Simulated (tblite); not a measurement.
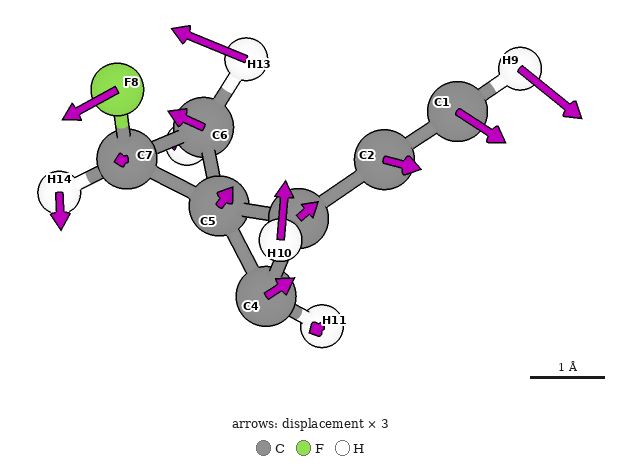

A relaxation of C$_{7}$H$_{6}$F (multiplicity 2). The starting structure is drawn; purple arrows show the displacements, magnified 3 times. The two geometries are superimposed by the best rigid fit.

The picture is a ball-and-stick view, seen at a tilt.

Theory: GFN2-xTB geometry optimisation, gas phase in tblite 0.8.0. 

What did the optimiser do to the structure, and how much energy did it gain?

Over 58 geometry steps the energy falls by 0.608 eV. The largest moves after the best rigid fit, 0.39 Å, are those of H atoms. By element the largest moves are H 0.39 Å, F 0.29 Å, C 0.28 Å. Near-neighbour distances that change, for instance: C–C 1.410 → 1.485 Å, C–C 1.468 → 1.519 Å, C–C 1.453 → 1.500 Å, C–F 1.408 → 1.363 Å. Among the angles between lasting bonds that change: C–C–H 117.2° → 131.1°, C–C–C 129.3° → 137.3°, C–C–H 112.0° → 118.7°.
